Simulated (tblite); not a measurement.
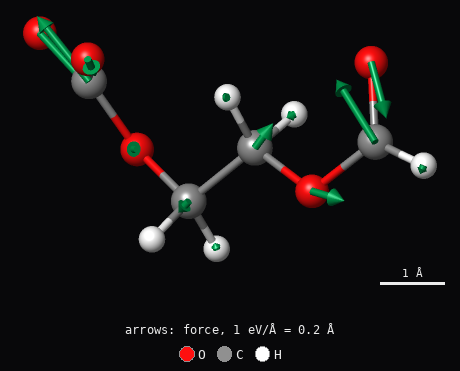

Starting geometry of C4H5O5 (charge −1) with the computed forces as green arrows. The picture is a ball-and-stick view, seen at a tilt.

Theory: GFN2-xTB geometry optimisation, gas phase in tblite. 

### Is this structure relaxed? If not, where do the atoms go?

It isn't relaxed: the largest force vector, on an O atom, is 7.15 eV/Å. The final displacements have little in common with the starting forces (cosine between the two patterns 0.20). An O atom moves most after the best rigid fit: 1.58 Å. Largest moves by element: O 1.58 Å, H 0.72 Å, C 0.60 Å. Some distances before and after: C–O 1.414 → 1.211 Å, C–O 1.386 → 1.502 Å, C–O 1.293 → 1.200 Å, C–O 1.393 → 1.306 Å. Among the angles between lasting bonds that change: O–C–O 117.1° → 134.0°, O–C–H 124.9° → 108.2°, O–C–O 113.6° → 129.2°. Groups turn about C–O by about 75°. After 129 geometry steps the energy has fallen by 2.176 eV. The run took 0.73 s on 1 thread of Arm Neoverse V1, with other jobs on the host.
